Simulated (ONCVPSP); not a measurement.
**Pseudopotential generation for Br**

Bromine (Br, Z = 35), core [Ne], reference valence 3s2 3p6 3d10 4s2 4p4 (an ion of charge +1), valence charge 25. Computed at this level: ONCV potential, LDA (Perdew-Zunger), scalar-relativistic, made with ONCVPSP 4.0.1.

### Results in brief

- outcome: generated
- cutoffs needed: 88 Ha and 302 Ha (the cutoffs at which the residual kinetic energy of the hardest occupied pseudo-wave falls to 1 and 0.1 mHa per electron)
- ghost test: no bound ghost flagged; no localised positive-energy state flagged (flags above 300 eV left out)
- largest excitation error: -21 meV (all-electron minus pseudo) for 3s2 3p6 3d10 4s2 4p1, out of 4 test configurations
- range over which the phases arctan(r R′/R) at the test radius agree within 0.05 rad (a looser test near the poles than one of phase shifts): s: over the whole range computed; p: over the whole range computed; d: over the whole range computed; f: not judged, local potential alone
- hardware: 1 CPU thread, shared host
- wall time: 5.8 s

### Notes

Warnings of the program, in the generation or the tests: wellstate: negative energy specified for n= 4 l= 2.

### The input
```
# ATOM AND REFERENCE CONFIGURATION
# atsym  z   nc   nv     iexc    psfile
  Br 35.00    3    5        3      upf
#
#   n    l    f
    1    0    2.00
    2    0    2.00
    2    1    6.00
    3    0    2.00
    3    1    6.00
    3    2   10.00
    4    0    2.00
    4    1    4.00
#
# PSEUDOPOTENTIAL AND OPTIMIZATION
# lmax
    2
#
#   l,   rc,      ep,       ncon, nbas, qcut
    0    0.90    0.00    4    9   11.30
    1    0.95    0.00    4    6   11.30
    2    0.95    0.00    3    8   13.30
#
# LOCAL POTENTIAL
# lloc, lpopt,  rc(5),   dvloc0
    4    3    0.60    4.00
#
# VANDERBILT-KLEINMAN-BYLANDER PROJECTORs
# l, nproj, debl
    0    2    0.40
    1    3    2.60
    2    2    0.45
#
# MODEL CORE CHARGE
# icmod, fcfact, rcfact
    0    0.00    0.00
#
# LOG DERIVATIVE ANALYSIS
# epsh1, epsh2, depsh
  -11.00    5.00    0.04
#
# OUTPUT GRID
# rlmax, drl
    6.00    0.01
#
# TEST CONFIGURATIONS
# ncnf
    4
# nvcnf
#   n    l    f
    5
    3    0    2.00
    3    1    6.00
    3    2   10.00
    4    0    2.00
    4    1    5.00
#
    5
    3    0    2.00
    3    1    6.00
    3    2   10.00
    4    0    2.00
    4    1    3.00
#
    5
    3    0    2.00
    3    1    6.00
    3    2   10.00
    4    0    2.00
    4    1    2.00
#
    5
    3    0    2.00
    3    1    6.00
    3    2   10.00
    4    0    2.00
    4    1    1.00
#
```

Launched with:
```bash
oncvpsp.x < Br.dat > Br.out
```

### The program's output (extracts)
```
ONCVPSP  (Optimized Norm-Conservinng Vanderbilt PSeudopotential)
scalar-relativistic version 4.0.1

#   n    l    f        energy (Ha)
    1    0    2.00    -4.8903527E+02
    2    0    2.00    -6.4011325E+01
    2    1    6.00    -5.6563062E+01
    3    0    2.00    -9.1292012E+00
    3    1    6.00    -6.7776230E+00
    3    2   10.00    -2.8738260E+00
    4    0    2.00    -1.1242330E+00
    4    1    4.00    -6.4809506E-01

Reference configufation results
  iterations    24
  all-electron total energy (Ha)   -2.60264664D+03

Begin loop to  construct optimized pseudo wave functions
and semi-local pseudopoentials for all angular momenta

Calculating optimized projector #   1

 for l=   0

    Fraction of norm inside rc  0.941241
    Optimizing pswf for qcut=  11.31 a_B^-1,  ecut=  63.97 Ha
    Residual kinetic energy error=  1.55D-04 Ha

    Energy error per electron        Cutoff
         Ha          eV             Ha
         0.01000     0.27211       38.08
         0.00100     0.02721       53.44
         0.00010     0.00272       85.17
         0.00001     0.00027      289.56

Calculating optimized projector #   2

 for l=   0

    Fraction of norm inside rc  0.072763
    Optimizing pswf for qcut=  11.31 a_B^-1,  ecut=  63.97 Ha
    Residual kinetic energy error=  1.98D-04 Ha

    Energy error per electron        Cutoff
         Ha          eV             Ha
         0.01000     0.27211       31.43
         0.00100     0.02721       53.85
         0.00010     0.00272       81.10
         0.00001     0.00027      314.85

   Wellstate for l =  1  n =  5
     eigenvalue =   1.9519
     asymptotic potential =   2.4519
     half-point radius =  2.0852

Calculating optimized projector #   1

 for l=   1

    Fraction of norm inside rc  0.941034
    Optimizing pswf for qcut=  11.29 a_B^-1,  ecut=  63.72 Ha
    Residual kinetic energy error=  1.59D-03 Ha

    Energy error per electron        Cutoff
         Ha          eV             Ha
         0.01000     0.27211       54.26
         0.00100     0.02721       68.18
         0.00010     0.00272      110.52
         0.00001     0.00027      147.90

Calculating optimized projector #   2

 for l=   1

    Fraction of norm inside rc  0.052722
    Optimizing pswf for qcut=  11.29 a_B^-1,  ecut=  63.72 Ha
    Residual kinetic energy error=  4.20D-04 Ha

    Energy error per electron        Cutoff
         Ha          eV             Ha
         0.01000     0.27211       45.90
         0.00100     0.02721       59.16
         0.00010     0.00272       73.64
         0.00001     0.00027      119.66

Calculating optimized projector #   3

 for l=   1

    Fraction of norm inside rc  0.041627
    Optimizing pswf for qcut=  11.29 a_B^-1,  ecut=  63.72 Ha
    Residual kinetic energy error=  4.53D-04 Ha

    Energy error per electron        Cutoff
         Ha          eV             Ha
         0.01000     0.27211       45.81
         0.00100     0.02721       59.53
         0.00010     0.00272       71.12
         0.00001     0.00027      112.72

WARNING wellstate: negative energy specified for n= 4 l=  2
WARNING scattering state with energy  0.25000000
WARNING will be used for the first projector

   Wellstate for l =  2  n =  4
     eigenvalue =   0.2500
     asymptotic potential =   0.7500
     half-point radius =  2.5026

Calculating optimized projector #   1

 for l=   2

    Fraction of norm inside rc  0.891471
    Optimizing pswf for qcut=  13.31 a_B^-1,  ecut=  88.58 Ha
    Residual kinetic energy error=  8.62D-04 Ha

    Energy error per electron        Cutoff
         Ha          eV             Ha
         0.01000     0.27211       76.18
         0.00100     0.02721       88.22
         0.00010     0.00272      301.63

Calculating optimized projector #   2

 for l=   2

    Fraction of norm inside rc  0.040653
    Optimizing pswf for qcut=  13.31 a_B^-1,  ecut=  88.58 Ha
    Residual kinetic energy error=  3.48D-04 Ha

    Energy error per electron        Cutoff
         Ha          eV             Ha
         0.01000     0.27211       68.72
         0.00100     0.02721       82.66
         0.00010     0.00272      120.77
         0.00001     0.00027      325.46

Construct Vanderbilt / Kleinmman-Bylander projectors

B matrix Hermiticity error, ll=   0
   1   2    2.2062E-03

  Orthonormal projector coefficients  2.0292E+01  4.6550E+00

B matrix Hermiticity error, ll=   1
   1   2    1.2810E-03
   1   3   -1.4863E-03
   2   3    1.5386E-04

  Orthonormal projector coefficients -7.6036E+01  6.0303E+00 -1.0771E+00

B matrix Hermiticity error, ll=   2
   1   2    5.1456E-04

  Orthonormal projector coefficients -1.3618E+01 -6.0182E+00

Pseudoatom total energy -403.201667

Diagnostic tests using Vanderbilt-Kleinman-Bylander pseudopotentials
  1 or more projectors used as specified by nproj input data

   l    rcore       rmatch      e in        delta e   norm test  slope test

   0   0.9035877   0.9310226  -9.1292012   0.0000225   1.0003891   1.0003689
   0   0.9035877   0.9310226  -1.1242330   0.0000505   1.0001163   1.0000932

   1   0.9535691   0.9825215  -6.7776230  -0.0003975   1.0003723   1.0003321
   1   0.9535691   0.9825215  -0.6480951  -0.0000037   0.9999926   1.0001343
   1   0.9535691   0.9825215   1.9519049  -0.0013925   1.0007595   1.0007595

   2   0.9535691   0.9825215  -2.8738260  -0.0004354   1.0001286   1.0000661
   2   0.9535691   0.9825215   0.2500000  -0.0000061   1.0006163   1.0006163

 Testing for bound ghosts
   n   l    E NL Schr. Eq   E Basis Diag.   E Cutoff

   1   0       -9.129179       -9.129176    429.27
   2   0       -1.124182       -0.966448    429.27

   2   1       -6.778020       -6.778010    246.47
   3   1       -0.648099       -0.423006    246.47

   3   2       -2.874261       -2.873549    379.92

 Testing for highly-localized positive-energy ghosts
       l    <radius>/rc     E Basis Diag.   E Cutoff

       1        0.987579       27.441615    246.47  WARNING - GHOST(+)

       1        0.958024       30.136428    246.47  WARNING - GHOST(+)

Test configuration 0

   n   l     f        eae           eps        diff
   1   0  2.0000 -489.03526563
   2   0  2.0000  -64.01132544
   2   1  6.0000  -56.56306219
   3   0  2.0000   -9.12920121   -9.12917866    2.25D-05
   3   1  6.0000   -6.77762297   -6.77802047   -3.98D-04
   3   2 10.0000   -2.87382600   -2.87426135   -4.35D-04
   4   0  2.0000   -1.12423298   -1.12418247    5.05D-05
   4   1  4.0000   -0.64809506   -0.64809872   -3.66D-06

    Total energies and differences
      AE_ref= -2.60264664D+03  AE_tst= -2.60264664D+03  dif=  0.00D+00
      PS_ref= -4.03201667D+02  PS_tst= -4.03201667D+02  dif= -2.73D-12
      PSP excitation error=  2.73D-12

Test configuration 1

   n   l     f        eae           eps        diff
   1   0  2.0000 -488.61710195
   2   0  2.0000  -63.59668573
   2   1  6.0000  -56.14792646
   3   0  2.0000   -8.71683836   -8.71651229    3.26D-04
   3   1  6.0000   -6.36537054   -6.36565452   -2.84D-04
   3   2 10.0000   -2.46224040   -2.46270791   -4.68D-04
   4   0  2.0000   -0.74680329   -0.74673645    6.68D-05
   4   1  5.0000   -0.29425514   -0.29425496    1.81D-07

    Total energies and differences
      AE_ref= -2.60264664D+03  AE_tst= -2.60311367D+03  dif= -4.67D-01
      PS_ref= -4.03201667D+02  PS_tst= -4.03668775D+02  dif= -4.67D-01
      PSP excitation error=  8.55D-05

Test configuration 2

   n   l     f        eae           eps        diff
   1   0  2.0000 -489.52115582
   2   0  2.0000  -64.49050973
   2   1  6.0000  -57.04316123
   3   0  2.0000   -9.60383916   -9.60448696   -6.48D-04
   3   1  6.0000   -7.25202792   -7.25269126   -6.63D-04
   3   2 10.0000   -3.34700166   -3.34736710   -3.65D-04
   4   0  2.0000   -1.54598018   -1.54597499    5.19D-06
   4   1  3.0000   -1.04484263   -1.04485861   -1.60D-05

    Total energies and differences
      AE_ref= -2.60264664D+03  AE_tst= -2.60180349D+03  dif=  8.43D-01
      PS_ref= -4.03201667D+02  PS_tst= -4.02358355D+02  dif=  8.43D-01
      PSP excitation error= -1.53D-04

Test configuration 3

   n   l     f        eae           eps        diff
   1   0  2.0000 -490.06582943
   2   0  2.0000  -65.02486025
   2   1  6.0000  -57.57889922
   3   0  2.0000  -10.13097766  -10.13273423   -1.76D-03
   3   1  6.0000   -7.77878712   -7.77990254   -1.12D-03
   3   2 10.0000   -3.87191524   -3.87216796   -2.53D-04
   4   0  2.0000   -2.00272749   -2.00281438   -8.69D-05
   4   1  2.0000   -1.47599618   -1.47604275   -4.66D-05

    Total energies and differences
      AE_ref= -2.60264664D+03  AE_tst= -2.60054588D+03  dif=  2.10D+00
      PS_ref= -4.03201667D+02  PS_tst= -4.01100506D+02  dif=  2.10D+00
      PSP excitation error= -3.99D-04

Test configuration 4

   n   l     f        eae           eps        diff
   1   0  2.0000 -490.66383793
   2   0  2.0000  -65.60856530
   2   1  6.0000  -58.16451103
   3   0  2.0000  -10.70446222  -10.70782555   -3.36D-03
   3   1  6.0000   -8.35172414   -8.35350729   -1.78D-03
   3   2 10.0000   -4.44235223   -4.44244822   -9.60D-05
   4   0  2.0000   -2.48816233   -2.48840910   -2.47D-04
   4   1  1.0000   -1.93549740   -1.93560517   -1.08D-04

    Total energies and differences
      AE_ref= -2.60264664D+03  AE_tst= -2.59884255D+03  dif=  3.80D+00
      PS_ref= -4.03201667D+02  PS_tst= -3.99396818D+02  dif=  3.80D+00
      PSP excitation error= -7.57D-04
```

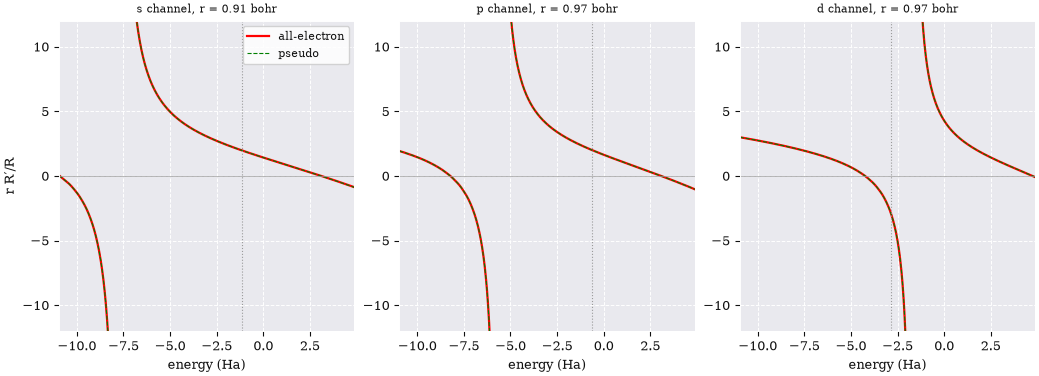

Figure 1. Logarithmic derivatives r R′/R at the test radius against energy, all-electron atom (solid) and pseudo-atom (dashed). Here R(r) is the radial function. The dotted line marks the reference energy of the channel. Not drawn: f: not judged.

- Zeros of the logarithmic derivative: s: all-electron -10.9 and 3.1 Ha, pseudo -10.9 and 3.1 Ha; p: all-electron -8.2 and 3.1 Ha, pseudo -8.2 and 3.1 Ha; d: all-electron -4.2 and 4.7 Ha, pseudo -4.2 and 4.7 Ha.
- Ghost states: the plot shows none: pseudo and all-electron curves have the same branches in all channels drawn. The separate test gives: no bound ghost flagged; no localised positive-energy state flagged (flags above 300 eV left out).

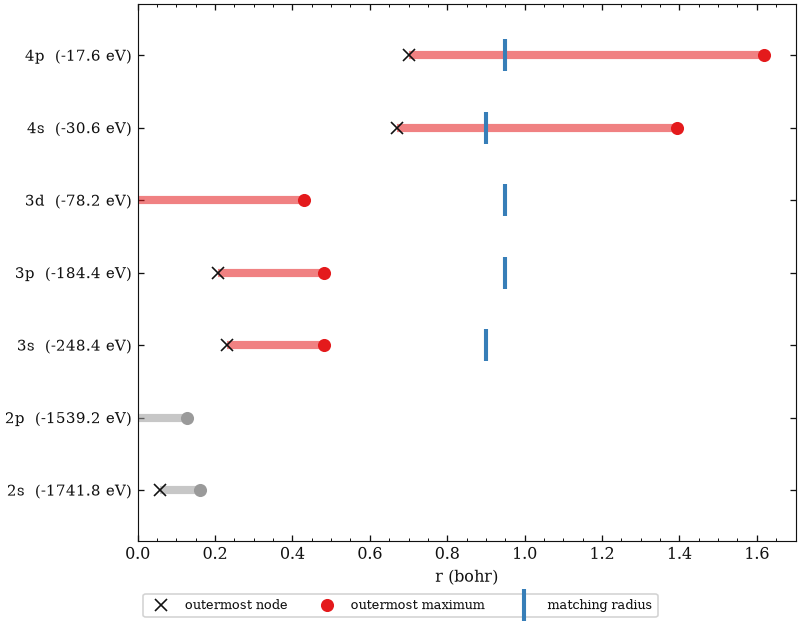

Figure 2. Outer shells of the all-electron reference atom: each bar runs from the outermost node (or the nucleus) to the outermost maximum of u(r); the tick is the radius chosen for the pseudo-wave. Shells without a tick have no pseudo-wave of their own. Levels, nodes and maxima are from ld1.x, scalar-relativistic.

- Radii against the shells: 3s: 0.90 bohr, outside the maximum; 3p: 0.95 bohr, outside the maximum; 3d: 0.95 bohr, outside the maximum; 4s: 0.90 bohr, between node and maximum; 4p: 0.95 bohr, between node and maximum.

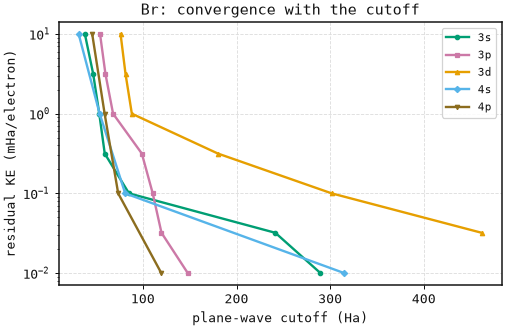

Figure 3. Residual kinetic energy of the pseudo-waves (the first of each channel, and further valence shells) beyond the plane-wave cutoff, as the generator prints it.

- Cutoffs for the occupied states: 88 Ha for 1 mHa and 302 Ha for 0.1 mHa per electron. The first is set by 3d.
- Cutoffs for 1 mHa per electron: 3d: 88 Ha; 3p: 68 Ha; 4p: 59 Ha; 4s: 54 Ha; 3s: 53 Ha.
- Hardest wave at 1 mHa per electron: 3d, with rc = 0.95 bohr and qcut = 13.3 1/bohr. The optimisation minimises, but can't always remove, the kinetic energy above qcut²/2 = 88.4 Ha, and a larger rc would as a rule soften the wave at some cost in transferability.
